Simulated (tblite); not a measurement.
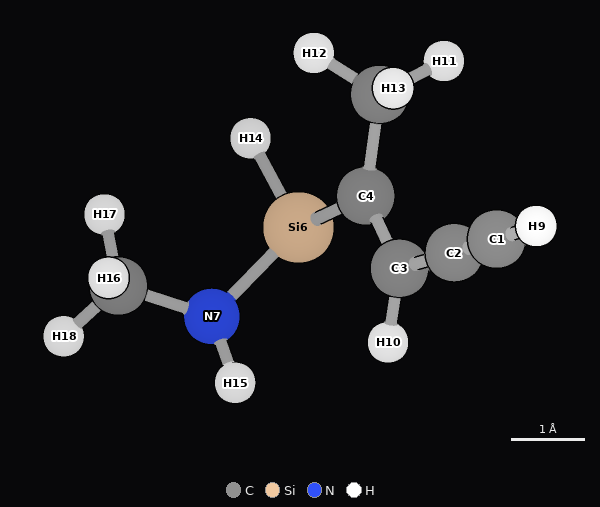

Figure 1. The starting structure (ball-and-stick view, seen at a tilt; atoms are numbered from 1 in the order of the input).

## Geometry relaxation of C$_{6}$H$_{10}$NSi (part 1 of 4)

The run: geometry relaxation of C$_{6}$H$_{10}$NSi, multiplicity 2. Method and program: GFN2-xTB geometry optimisation, gas phase (tblite 0.8.0).

It belongs to a series of runs on one base structure; here: H removed from Si.

Log:
```
step      E/eV     max force
  0    -610.54005    2.955
  1    -610.62416    3.529
  2    -610.68564    2.197
  3    -610.73524    0.680
  4    -610.75534    0.380
  5    -610.78682    0.353
  6    -610.79813    0.318
  7    -610.81158    0.250
  8    -610.82126    0.293
  9    -610.83113    0.250
 10    -610.83932    0.242
 11    -610.84787    0.281
 12    -610.85608    0.241
 13    -610.86306    0.237
 14    -610.86803    0.189
 15    -610.87183    0.152
 16    -610.87531    0.131
 17    -610.87861    0.148
 18    -610.88167    0.155
 19    -610.88470    0.184
 20    -610.88825    0.204
 21    -610.89290    0.198
 22    -610.89850    0.183
 23    -610.90344    0.162
 24    -610.90631    0.107
 25    -610.90782    0.077
 26    -610.90925    0.079
 27    -610.91114    0.103
 28    -610.91323    0.115
 29    -610.91517    0.123
 30    -610.91700    0.130
 31    -610.91901    0.113
 32    -610.92115    0.129
 33    -610.92303    0.116
 34    -610.92456    0.108
 35    -610.92611    0.126
 36    -610.92813    0.171
 37    -610.93063    0.160
 38    -610.93379    0.159
 39    -610.93731    0.172
 40    -610.94157    0.185
 41    -610.94667    0.233
 42    -610.95247    0.220
 43    -610.95711    0.196
 44    -610.96163    0.163
 45    -610.96526    0.142
 46    -610.97042    0.128
 47    -610.97361    0.144
 48    -610.97826    0.165
 49    -610.98177    0.133
 50    -610.98474    0.127
 51    -610.98716    0.124
 52    -610.98899    0.176
 53    -610.99113    0.148
 54    -610.99295    0.101
 55    -610.99468    0.082
 56    -610.99549    0.094
 57    -610.99741    0.151
 58    -610.99917    0.160
 59    -611.00059    0.104
 60    -611.00205    0.099
 61    -611.00375    0.106
 62    -611.00578    0.135
 63    -611.00817    0.146
 64    -611.01065    0.149
 65    -611.01265    0.092
 66    -611.01408    0.085
 67    -611.01534    0.092
 68    -611.01634    0.083
 69    -611.01711    0.064
 70    -611.01777    0.057
 71    -611.01832    0.051
 72    -611.01880    0.051
 73    -611.01929    0.059
 74    -611.01972    0.054
 75    -611.02002    0.049
 76    -611.02020    0.040
 77    -611.02036    0.036
 78    -611.02059    0.042
 79    -611.02097    0.055
 80    -611.02152    0.065
 81    -611.02209    0.048
 82    -611.02247    0.042
 83    -611.02272    0.038
 84    -611.02297    0.040
 85    -611.02324    0.034
 86    -611.02349    0.036
 87    -611.02370    0.029
 88    -611.02387    0.028
 89    -611.02401    0.028
 90    -611.02413    0.023
 91    -611.02422    0.023
 92    -611.02428    0.021
 93    -611.02434    0.016
 94    -611.02439    0.017
 95    -611.02446    0.024
 96    -611.02454    0.026
 97    -611.02464    0.024
 98    -611.02476    0.022
 99    -611.02486    0.026
100    -611.02494    0.021
101    -611.02500    0.015
102    -611.02505    0.011
103    -611.02508    0.009
```

Trajectory as extended XYZ (Å, eV, eV/Å), 45 of the 104 frames kept, from step=0 to step=103:
```
18
Properties=species:S:1:pos:R:3:forces:R:3 step=0 energy=-610.54005
C    -3.2131    1.6216    1.2249   -1.0920   0.3290   0.7550
C    -2.2736    1.3366    0.5362    1.2830   0.0550  -0.7160
C    -1.1089    0.9855   -0.2414   -1.6710   2.3230   0.7360
C    -0.7453   -0.2638   -0.3996    0.1890  -1.3580   0.0110
C    -1.4929   -1.3731    0.2571   -0.7580  -0.6520   0.2120
Si    0.7529   -0.5550   -1.4421    0.7440  -0.3130   0.0420
N     2.0828    0.4799   -0.9816   -1.0740   0.3040  -0.7820
C     2.9659    0.0123    0.0315    0.4810  -0.4100   0.7190
H    -4.0766    1.8677    1.8297    0.9070  -0.2650  -0.6630
H    -0.5396    1.7835   -0.7341   -0.4910  -0.0780   0.3610
H    -2.2414   -1.8248   -0.4500    0.8140   0.2160   0.5880
H    -0.7804   -2.1294    0.6142   -0.3570  -0.0240  -0.3170
H    -2.0694   -1.0386    1.1484    0.3750   0.0160  -0.6470
H     1.1367   -1.9680   -1.2480    0.1490   0.1870  -0.1990
H     1.9515    1.5009   -1.0580    0.3480  -0.9150   0.2550
H     2.6645    0.2691    1.0768    0.0710  -0.0370  -0.5620
H     3.0017   -1.0940   -0.0351    0.0870   0.6220   0.1020
H     3.9764    0.3960   -0.1405   -0.0040  -0.0010   0.1040
18
Properties=species:S:1:pos:R:3:forces:R:3 step=2 energy=-610.68564
C    -3.2097    1.6209    1.2216   -1.7400   0.5240   1.2350
C    -2.2728    1.3499    0.5410    1.5980  -0.0430  -1.0550
C    -1.1415    1.0226   -0.2286    0.0100  -1.1760  -0.0660
C    -0.7449   -0.2791   -0.3973   -0.4910   1.2520   0.2790
C    -1.5094   -1.3896    0.2622    0.3150   0.0790  -0.0230
Si    0.7684   -0.5641   -1.4391   -0.2920  -0.2200   0.1840
N     2.0608    0.4819   -0.9972    0.3960  -0.5940   0.3160
C     2.9752    0.0049    0.0447   -0.1810   0.2800  -0.4480
H    -4.0587    1.8622    1.8164    0.4290  -0.1400  -0.3160
H    -0.5526    1.7841   -0.7248   -0.3390   0.2490   0.2100
H    -2.2216   -1.8209   -0.4357    0.0530  -0.2140  -0.0160
H    -0.7905   -2.1316    0.6058   -0.1960  -0.2670  -0.1330
H    -2.0605   -1.0373    1.1322   -0.0140   0.1310  -0.0860
H     1.1418   -1.9638   -1.2541    0.2460  -0.0580  -0.1820
H     1.9604    1.4804   -1.0514    0.1210   0.0470   0.0880
H     2.6658    0.2686    1.0625   -0.0670   0.0810  -0.1290
H     3.0045   -1.0789   -0.0321    0.1220   0.0270   0.0900
H     3.9765    0.3961   -0.1376    0.0280   0.0430   0.0520
18
Properties=species:S:1:pos:R:3:forces:R:3 step=5 energy=-610.78682
C    -3.2176    1.6253    1.2257    0.1470  -0.0140  -0.1070
C    -2.2592    1.3820    0.5402   -0.2600   0.1560   0.1800
C    -1.1600    1.0173   -0.2290    0.1450  -0.1650  -0.0750
C    -0.7586   -0.2616   -0.3854    0.0890   0.1650  -0.0360
C    -1.4978   -1.3846    0.2601   -0.1160  -0.1620   0.0250
Si    0.7516   -0.5788   -1.4215   -0.0340   0.0080   0.1270
N     2.0674    0.4555   -0.9940   -0.0890  -0.1160  -0.2130
C     2.9758    0.0129    0.0301    0.1370  -0.1210   0.1340
H    -4.0478    1.8586    1.8072   -0.2750   0.1060   0.1930
H    -0.5885    1.7990   -0.7021   -0.0600   0.2730  -0.0300
H    -2.2075   -1.8349   -0.4317    0.0030  -0.0600  -0.0740
H    -0.8058   -2.1546    0.5922   -0.0020  -0.0910  -0.0300
H    -2.0585   -1.0273    1.1201   -0.0370   0.0450   0.0310
H     1.1645   -1.9692   -1.2711    0.1630  -0.0720  -0.1260
H     1.9752    1.4589   -1.0417    0.0320  -0.0750  -0.0190
H     2.6607    0.2765    1.0458   -0.0590   0.1200  -0.0090
H     3.0174   -1.0703   -0.0230    0.1530  -0.1060   0.0690
H     3.9799    0.4017   -0.1336    0.0650   0.1110  -0.0410
18
Properties=species:S:1:pos:R:3:forces:R:3 step=7 energy=-610.81158
C    -3.2220    1.6297    1.2278   -0.1940   0.0790   0.1370
C    -2.2591    1.4073    0.5450   -0.0900  -0.1260   0.0090
C    -1.1687    1.0214   -0.2304    0.0560   0.0420   0.0590
C    -0.7602   -0.2568   -0.3799   -0.0280   0.0480   0.0490
C    -1.4977   -1.3890    0.2597   -0.1160  -0.0930   0.0060
Si    0.7408   -0.5895   -1.4046    0.1600  -0.0890  -0.0310
N     2.0685    0.4350   -1.0043    0.1650  -0.0470  -0.0570
C     2.9843    0.0100    0.0290    0.0350  -0.0670   0.0400
H    -4.0561    1.8628    1.8122   -0.1190   0.0880   0.0940
H    -0.6146    1.8236   -0.6899    0.0740   0.1490  -0.1210
H    -2.1991   -1.8468   -0.4345   -0.0820   0.0200  -0.1020
H    -0.8149   -2.1736    0.5823    0.0270   0.0550   0.0400
H    -2.0595   -1.0194    1.1144   -0.0360  -0.0660   0.0350
H     1.1884   -1.9762   -1.2897    0.0760   0.0030  -0.1030
H     1.9859    1.4386   -1.0376   -0.0520  -0.0140  -0.1050
H     2.6539    0.2891    1.0349   -0.0190   0.0790   0.0180
H     3.0357   -1.0721   -0.0124    0.1620  -0.1330   0.0830
H     3.9855    0.4121   -0.1338   -0.0180   0.0710  -0.0530
18
Properties=species:S:1:pos:R:3:forces:R:3 step=9 energy=-610.83113
C    -3.2348    1.6378    1.2361   -0.1550   0.0780   0.1110
C    -2.2695    1.4176    0.5518   -0.0340  -0.2160  -0.0340
C    -1.1709    1.0300   -0.2272   -0.1150   0.1600   0.1540
C    -0.7614   -0.2523   -0.3734   -0.0350   0.0080   0.0410
C    -1.5049   -1.3969    0.2590    0.0110   0.1170  -0.0620
Si    0.7422   -0.6024   -1.3929    0.1020  -0.0200  -0.0160
N     2.0815    0.4164   -1.0170    0.2080  -0.0510   0.0280
C     2.9942    0.0028    0.0314   -0.0070   0.0410  -0.0450
H    -4.0733    1.8733    1.8244    0.0760   0.0340  -0.0430
H    -0.6300    1.8519   -0.6887    0.0030  -0.1480  -0.0100
H    -2.1995   -1.8545   -0.4447   -0.0680   0.0860  -0.0320
H    -0.8196   -2.1840    0.5780   -0.0240   0.1380   0.0450
H    -2.0638   -1.0188    1.1134   -0.0490  -0.1560  -0.0110
H     1.2127   -1.9825   -1.3117    0.0270  -0.0070  -0.0740
H     1.9903    1.4210   -1.0426   -0.0430  -0.0660  -0.1110
H     2.6475    0.3044    1.0280    0.0460  -0.0250  -0.0410
H     3.0622   -1.0828    0.0022    0.1210   0.0410   0.0970
H     3.9885    0.4253   -0.1378   -0.0640  -0.0120   0.0030
18
Properties=species:S:1:pos:R:3:forces:R:3 step=12 energy=-610.85608
C    -3.2570    1.6544    1.2510    0.1430  -0.0190  -0.1030
C    -2.2987    1.4028    0.5634   -0.0690  -0.0150   0.0460
C    -1.1823    1.0465   -0.2071   -0.0440  -0.1800  -0.0300
C    -0.7623   -0.2384   -0.3636    0.0690   0.0040  -0.0160
C    -1.5145   -1.3930    0.2499    0.0340   0.0900  -0.0180
Si    0.7538   -0.6156   -1.3771   -0.1280   0.0490   0.1060
N     2.1162    0.3879   -1.0364   -0.0980  -0.0610  -0.0930
C     3.0091   -0.0025    0.0332    0.0560   0.0610  -0.0060
H    -4.0914    1.8932    1.8386   -0.0160   0.0320   0.0070
H    -0.6470    1.8653   -0.6879   -0.0970  -0.1630   0.1490
H    -2.2084   -1.8485   -0.4609    0.0500   0.1320   0.0260
H    -0.8278   -2.1752    0.5784   -0.0270   0.0850  -0.0420
H    -2.0780   -1.0398    1.1116   -0.0800  -0.0480  -0.0440
H     1.2441   -1.9915   -1.3479   -0.0500   0.0180  -0.0310
H     1.9908    1.3902   -1.0650    0.0740  -0.0800  -0.0600
H     2.6465    0.3186    1.0166    0.0360  -0.0560   0.0100
H     3.1101   -1.0888    0.0329    0.0190   0.1380   0.0380
H     3.9882    0.4406   -0.1416    0.1280   0.0110   0.0590
18
Properties=species:S:1:pos:R:3:forces:R:3 step=14 energy=-610.86803
C    -3.2648    1.6636    1.2560    0.0200  -0.0060  -0.0190
C    -2.3133    1.3929    0.5691   -0.0070   0.0020   0.0090
C    -1.1955    1.0453   -0.1967    0.0180  -0.1690  -0.0820
C    -0.7605   -0.2320   -0.3575    0.0180  -0.0850   0.0390
C    -1.5163   -1.3836    0.2441   -0.0570  -0.0870   0.0760
Si    0.7519   -0.6214   -1.3619   -0.0400  -0.0330   0.0250
N     2.1302    0.3675   -1.0504   -0.0600  -0.0160  -0.0230
C     3.0198    0.0009    0.0314    0.0600   0.0330   0.0100
H    -4.0974    1.9047    1.8433   -0.0510   0.0410   0.0290
H    -0.6644    1.8597   -0.6753   -0.0120   0.0400   0.0790
H    -2.2087   -1.8357   -0.4672    0.0310   0.0870  -0.0620
H    -0.8348   -2.1650    0.5751    0.0470  -0.0250  -0.0380
H    -2.0909   -1.0541    1.1062   -0.0760   0.0770  -0.0060
H     1.2567   -1.9941   -1.3696   -0.1080   0.0460  -0.0050
H     1.9971    1.3675   -1.0813    0.0850   0.0090  -0.0830
H     2.6489    0.3218    1.0099    0.0040   0.0140   0.0390
H     3.1368   -1.0807    0.0520    0.0000   0.0160  -0.0220
H     3.9964    0.4490   -0.1388    0.1280   0.0550   0.0340
18
Properties=species:S:1:pos:R:3:forces:R:3 step=16 energy=-610.87531
C    -3.2692    1.6690    1.2583   -0.0810   0.0110   0.0480
C    -2.3207    1.3870    0.5721    0.0220  -0.0490  -0.0230
C    -1.2041    1.0359   -0.1954   -0.0260   0.0410   0.0050
C    -0.7587   -0.2358   -0.3505   -0.0460  -0.0740   0.0740
C    -1.5202   -1.3829    0.2455   -0.0490  -0.0980   0.0530
Si    0.7477   -0.6269   -1.3512    0.0740  -0.0030  -0.0420
N     2.1356    0.3541   -1.0588    0.0720   0.0360   0.0920
C     3.0300    0.0059    0.0302    0.0230   0.0100   0.0080
H    -4.1029    1.9140    1.8468    0.0250   0.0250  -0.0230
H    -0.6766    1.8582   -0.6613    0.0370   0.0580   0.0190
H    -2.2067   -1.8226   -0.4753   -0.0220   0.0010  -0.0950
H    -0.8363   -2.1619    0.5705    0.0250  -0.1040   0.0160
H    -2.1038   -1.0570    1.1023   -0.0450   0.0770   0.0180
H     1.2567   -1.9932   -1.3829   -0.1010  -0.0290   0.0070
H     2.0073    1.3541   -1.0969    0.0640   0.0360  -0.1090
H     2.6509    0.3247    1.0077    0.0210   0.0480  -0.0100
H     3.1528   -1.0741    0.0618    0.0140  -0.0250  -0.0460
H     4.0094    0.4576   -0.1345   -0.0070   0.0370   0.0090
18
Properties=species:S:1:pos:R:3:forces:R:3 step=19 energy=-610.88470
C    -3.2788    1.6753    1.2626    0.0220  -0.0290  -0.0330
C    -2.3349    1.3723    0.5769   -0.0360   0.0090   0.0110
C    -1.2156    1.0262   -0.1915    0.0120   0.0490   0.0870
C    -0.7591   -0.2451   -0.3343    0.0290   0.0750  -0.0170
C    -1.5316   -1.3930    0.2516    0.0370   0.0490  -0.0780
Si    0.7514   -0.6294   -1.3402    0.0150   0.0720   0.0500
N     2.1502    0.3424   -1.0604    0.0110   0.0350   0.0140
C     3.0472    0.0126    0.0319   -0.0130  -0.0020   0.0160
H    -4.1094    1.9311    1.8504    0.0190   0.0150  -0.0190
H    -0.6866    1.8606   -0.6407    0.0010  -0.0520   0.0190
H    -2.2077   -1.8057   -0.4972    0.0010  -0.0840   0.0390
H    -0.8385   -2.1706    0.5684   -0.1610  -0.0790   0.0430
H    -2.1266   -1.0543    1.0992    0.0390  -0.0630  -0.0430
H     1.2420   -1.9985   -1.3991   -0.0660  -0.0700   0.0190
H     2.0301    1.3419   -1.1341    0.0880   0.0160  -0.0670
H     2.6579    0.3351    1.0045    0.0430   0.0340   0.0000
H     3.1765   -1.0678    0.0683    0.0240   0.0200  -0.0310
H     4.0247    0.4736   -0.1280   -0.0650   0.0060  -0.0120
18
Properties=species:S:1:pos:R:3:forces:R:3 step=21 energy=-610.89290
C    -3.2879    1.6781    1.2649    0.0430  -0.0280  -0.0470
C    -2.3490    1.3589    0.5809   -0.0240   0.0720   0.0230
C    -1.2244    1.0228   -0.1791    0.1120  -0.0900   0.0410
C    -0.7580   -0.2467   -0.3203    0.0920   0.0450  -0.0660
C    -1.5390   -1.3993    0.2501    0.0360   0.0650  -0.0940
Si    0.7584   -0.6251   -1.3271   -0.0550  -0.0290   0.1040
N     2.1654    0.3372   -1.0582   -0.0990   0.0070  -0.1240
C     3.0606    0.0185    0.0350   -0.0180   0.0220   0.0000
H    -4.1121    1.9474    1.8506   -0.0820   0.0220   0.0420
H    -0.6933    1.8586   -0.6211    0.0010  -0.0200   0.0140
H    -2.2088   -1.7996   -0.5137    0.0280  -0.0770   0.1000
H    -0.8565   -2.1880    0.5715   -0.1980   0.0120   0.0070
H    -2.1427   -1.0569    1.0923    0.0630  -0.1130  -0.0800
H     1.2196   -2.0099   -1.4103   -0.0690   0.0620   0.0380
H     2.0602    1.3345   -1.1751    0.1130  -0.0020  -0.0080
H     2.6688    0.3481    1.0021    0.0150  -0.0020   0.0740
H     3.1991   -1.0609    0.0696    0.0090   0.0330   0.0120
H     4.0309    0.4886   -0.1237    0.0320   0.0210  -0.0360
```
